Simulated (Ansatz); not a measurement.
# r2SCAN work function of a third face of Ag from its PBE value

PBE and r2SCAN are run on the same slabs. If the two track each other from face to face, two faces calibrate the third.

How it was computed: Ansatz 0.2.0, plane waves with PAW datasets (its set soft_2) at their recommended cutoffs; symmetric slabs of 7 layers cut at the tabulated experimental lattice constant, atoms at bulk places, 18 Å of vacuum, k-spacing 0.16 Å⁻¹ (2π included), Fermi-Dirac smearing of 0.1 eV, SCF threshold 1e-9 eV. The work function is the vacuum level less the Fermi level.

| run | PBE (eV) | r2SCAN (eV) |
| --- | --- | --- |
| Ag(110) | 4.120 | 4.053 |
| Ag(100) | 4.296 | ? |
| Ag(111) | 4.450 | 4.410 |

Q: Estimate the withheld value from the rows shown.

Two rows fix a line: slope = (4.410 − 4.053) / (4.450 − 4.120) = 1.0818, intercept −0.4040. At 4.296 it gives 1.0818 × 4.296 + (−0.4040) = 4.243 eV. Rounding of the rows alone allows about ±0.001 eV there; two rows can't show whether the line holds.

The run itself gives 4.249 eV: a miss of +0.006 eV. The plain offset, r2SCAN less PBE, runs from −0.067 to −0.040 eV over the three faces.

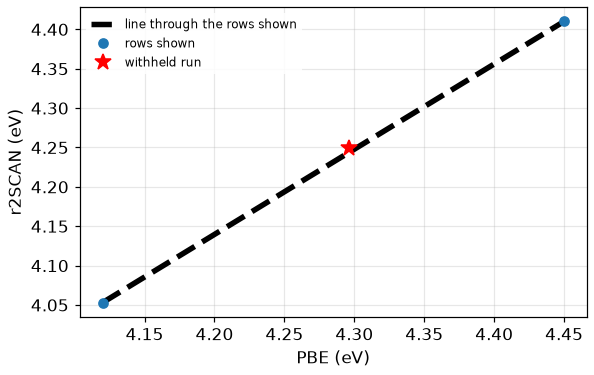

The fit and the withheld run.

**Limits.** Unrelaxed, unreconstructed faces at one geometry; neither value is a test against experiment.
